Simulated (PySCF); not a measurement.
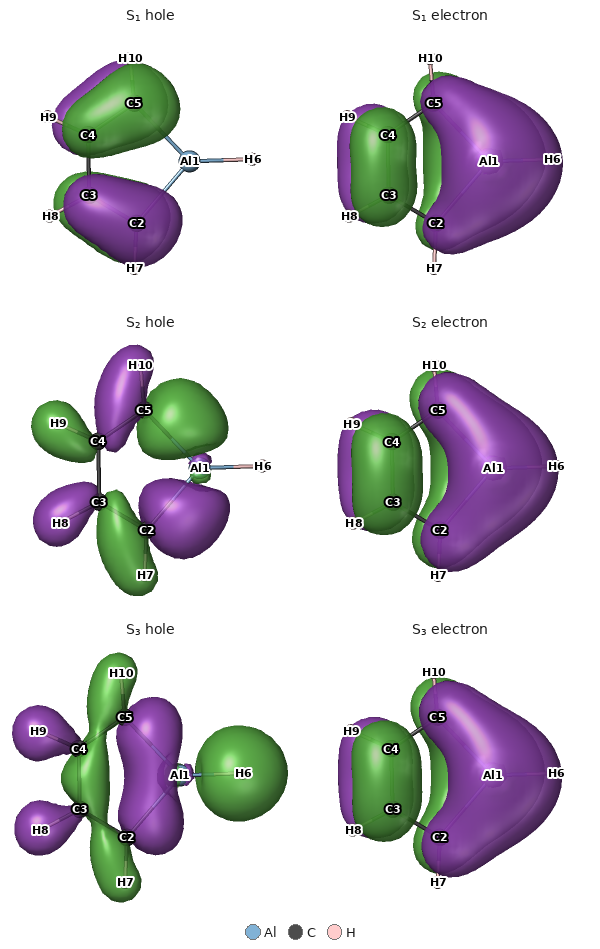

Figure. C$_{4}$H$_{5}$Al, SMILES `[AlH]1C=CC=C1`. Leading natural transition orbitals (TDA singlet states).

PySCF calculation, PBE0/aug-cc-pVDZ, gas phase; geometry: GFN2-xTB. No frequency check shows the geometry to be a minimum.

Input script:

```python
import numpy as np
from pyscf import gto, scf, dft, tdscf
from pyscf.scf import atom_ks, atom_hf
from scipy.linalg import block_diag

def solve(mol, dm0=None, hcore=None):
    mf = (dft.UKS if mol.spin else dft.RKS)(mol, xc='pbe0')
    mf.grids.level = 3
    mf = mf.density_fit(auxbasis='def2-universal-jkfit')
    mf.conv_tol, mf.max_cycle = 1e-8, 80
    if hcore is not None:
        mf.get_hcore = lambda *args: hcore
    mf.kernel(dm0)
    if not mf.converged:
        mf = mf.newton().run(mf.mo_coeff, mf.mo_occ, max_cycle=30)
    assert mf.converged, 'SCF not converged'
    return mf

mol = gto.M(atom='''
Al    -1.28306     0.00008     0.00000
C      0.04796     1.44830     0.00000
C      1.19506     0.73188     0.00000
C      1.19466    -0.73238     0.00000
C      0.04715    -1.44817     0.00000
H     -2.82490     0.00211     0.00000
H      0.12165     2.53048     0.00000
H      2.17720     1.19803     0.00000
H      2.17654    -1.19908     0.00000
H      0.12024    -2.53038     0.00000
''', basis='aug-cc-pvdz', charge=0, spin=0, verbose=4)
mf = solve(mol)
td = mf.TDA()
td.nstates, td.singlet, td.conv_tol = 5, True, 1e-5
td.kernel()
td.analyze()
x, y = np.array([p[0] for p in td.xy]), np.array([p[1] + 0 * p[0] for p in td.xy])
f, mu = td.oscillator_strength(), td.transition_dipole()
nto = [td.get_nto(state=i + 1, verbose=4) for i in range(len(td.e))]
# spherically averaged free atoms, for the promolecule
atm = atom_ks.get_atm_nrks(mol, xc='pbe0')
pro = block_diag(*[(atm[a[0]][2] * atm[a[0]][3]) @ atm[a[0]][2].T for a in mol._atom])
np.savez('result.npz', e=td.e, f=f, ok=td.converged, w=[n[0] for n in nto], nto=[n[1] for n in nto], x=x, y=y, c=mf.mo_coeff, occ=mf.mo_occ, eps=mf.mo_energy, pro=pro, mu=mu)
```

Launched as:

```sh
OMP_NUM_THREADS=1 python input.py
```

The run took 3.6 min on 1 thread of Intel(R) Xeon(R) 6975P-C (Granite Rapids), with other jobs on the host, peak memory 0.8 GiB.

Describe these excited states.

Answer. By state:
- S₁: 3.31 eV (375 nm), f = 0.034; the leading pair carries 98 %; hole on C2 and C5 (27 % each), C3 and C4 (16 % each) and Al1 (6 %), electron on Al1 (50 %) and C2, C3, C4 and C5 (10 % each); their centroids lie 1.0 Å apart.
- S₂: 4.06 eV (306 nm), f = 0.000 (dark); the leading pair carries 100 %; hole on C2 and C5 (26 % each), Al1 (20 %) and C3 and C4 (7 % each), electron on Al1 (37 %) and C2, C3, C4 and C5 (13 % each); their centroids lie 0.2 Å apart.
- S₃: 4.41 eV (281 nm), f = 0.000 (dark); the leading pair carries 99 %; hole on H6 (24 %), Al1 (23 %) and C2 and C5 (14 % each), electron on Al1 (40 %) and C2, C3, C4 and C5 (13 % each); their centroids lie 0.5 Å apart.
